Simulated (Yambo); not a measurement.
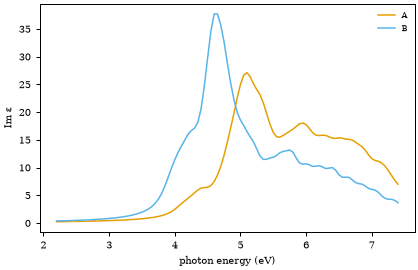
Two computed absorption spectra of AlP (wurtzite, space group P6_3mc, No. 186) (Yambo, PBEsol bands with the same scissor, field along x)

Axes are Cartesian, with cell vectors (Å) (3.86, 0.00, 0.00), (-1.93, 3.34, 0.00), (0.00, 0.00, 6.34).

Q: Which curve includes the electron-hole attraction (BSE)?

A: Curve B: the attraction moves weight to lower energy (centre of the plotted range 5.1 eV against 5.7 eV). Settings: 9×9×4 mesh, 5 valence and 7 conduction bands, static screening with 37 bands and a 4 Ry block, scissor 1.00 eV, Tamm-Dancoff. The scissor comes from a G0W0 run whose convergence isn't established. Broadening 0.15 eV. The band window holds all transitions up to 7.4 eV. On this mesh the peak heights and the fine structure are mesh artefacts; only the shift of weight is robust.

Geometry relaxed with PBEsol; primitive cell a = b = 3.8612 Å, c = 6.3351 Å, α = β = 90.00°, γ = 120.00°.

This is not the ordinary phase of the substance; no match was found in the copy of COD used, and its stability was not checked.
